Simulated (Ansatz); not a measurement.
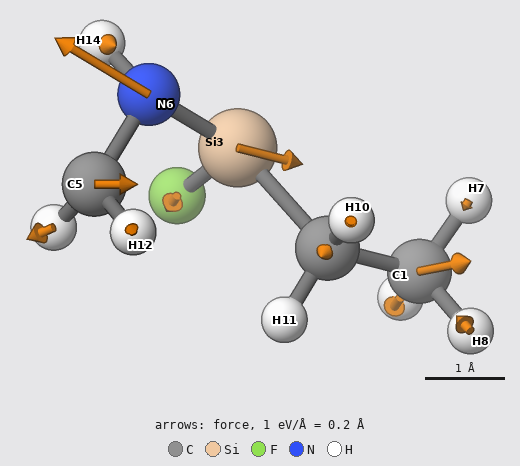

Starting geometry of C3H8FNSi with the computed forces as orange arrows. The picture is a ball-and-stick view, seen from a free direction.

The run prepares an end point of a later path (hydrogen shift) calculation, from a guessed geometry.

Level of theory: RHF/6-31G in Ansatz 0.2.0.

The input:
```yaml
crystal:
  periodic: [false, false, false]
  atoms:
    - { symbol: C, position_ang: [-1.4861, -0.3807, -1.6181] }
    - { symbol: C, position_ang: [-0.5058, 0.3498, -0.7474] }
    - { symbol: Si, position_ang: [-0.1864, -0.5107, 0.8783] }
    - { symbol: F, position_ang: [0.6442, -1.9113, 0.6203] }
    - { symbol: C, position_ang: [1.7861, 0.6773, 1.4231] }
    - { symbol: "N", position_ang: [0.5854, 0.3157, 2.0776] }
    - { symbol: H, position_ang: [-2.479, -0.4054, -1.1243] }
    - { symbol: H, position_ang: [-1.6369, 0.2478, -2.563] }
    - { symbol: H, position_ang: [-1.2135, -1.3321, -1.8577] }
    - { symbol: H, position_ang: [-0.8398, 1.3745, -0.5128] }
    - { symbol: H, position_ang: [0.4269, 0.4379, -1.284] }
    - { symbol: H, position_ang: [1.7185, 1.4648, 0.6967] }
    - { symbol: H, position_ang: [2.4308, -0.075, 1.1365] }
    - { symbol: H, position_ang: [0.7427, -0.2818, 2.9036] }
basis:
  gaussian: { orbitals: "6-31G" }
hamiltonian:
  xc: hf
relax:
  f_tol: 0.02
  max_steps: 50
```

Run as
```bash
ansatz run input.yaml --threads 1 --pin off --max-ram 2048MiB --backend cpu --events-out ev --progress --plain --runs-dir out
```

Is this structure relaxed? If not, where do the atoms go?

Answer. It isn't relaxed: the largest force vector, on N6, is 7.42 eV/Å. The final displacements have little in common with the starting forces (cosine between the two patterns 0.03). After 25 accepted moves (28 points after the start) the energy has fallen by 4.075 eV. Largest force component: 6.2 eV/Å at the start, 0.01 eV/Å at the end. The line search rejected the trial steps at points 18, 20, 23 of the run. H12 moves most after the best rigid fit: 2.15 Å. By element the largest moves are H 2.15 Å, F 0.62 Å, C 0.57 Å, Si 0.49 Å, N 0.47 Å. Some distances before and after: Si3–C5 2.366 → 2.959 Å, Si3–N6 1.648 → 2.060 Å, C5–N6 1.414 → 1.266 Å, Si3–F4 1.649 → 1.745 Å. Bond angles that change, for instance: C2–Si3–N6 118.9° → 92.3°, Si3–N6–C5 100.9° → 124.0°, F4–Si3–N6 107.7° → 86.4°.
